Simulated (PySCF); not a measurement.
C4H10OSSi3, SMILES [SiH3]O[SiH2][SiH2]c1sccc1 at its GFN2-xTB optimised geometry (Å):

```
19

Si    -0.7824     0.4202     3.7837
O     -1.4015    -0.9817     3.2682
Si    -1.9087    -2.2567     2.3987
Si    -1.4932    -1.8357     0.1625
C     -0.3148    -0.3805     0.0000
C      1.0498    -0.3805     0.0000
C      1.6228     0.9085     0.0000
C      0.6841     1.8893     0.0109
S     -0.9101     1.2504     0.0171
H     -0.6749     0.2852     5.2337
H     -1.7168     1.4695     3.3831
H      0.5256     0.5834     3.1495
H     -1.1684    -3.3936     2.9595
H     -3.3248    -2.4002     2.7535
H     -2.6825    -1.4889    -0.6313
H     -0.8332    -2.9517    -0.5346
H      1.6284    -1.2879    -0.0084
H      2.6825     1.0952    -0.0080
H      0.8278     2.9517     0.0101
```

Method: CAM-B3LYP/def2-SVP in PySCF. Cells within 0.4 Å of a nucleus heavier than hydrogen are left out (blank, or x).

Map of the electron localisation function on the plane z = 0.0 Å:

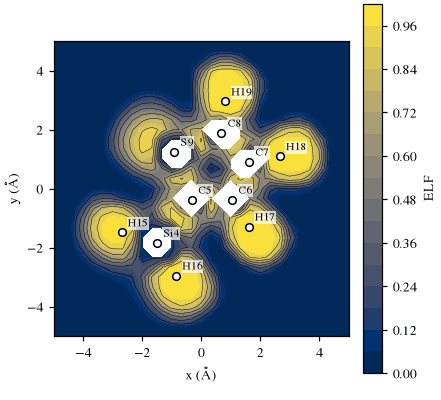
*Electron localisation function on the plane z = 0.0 Å.*
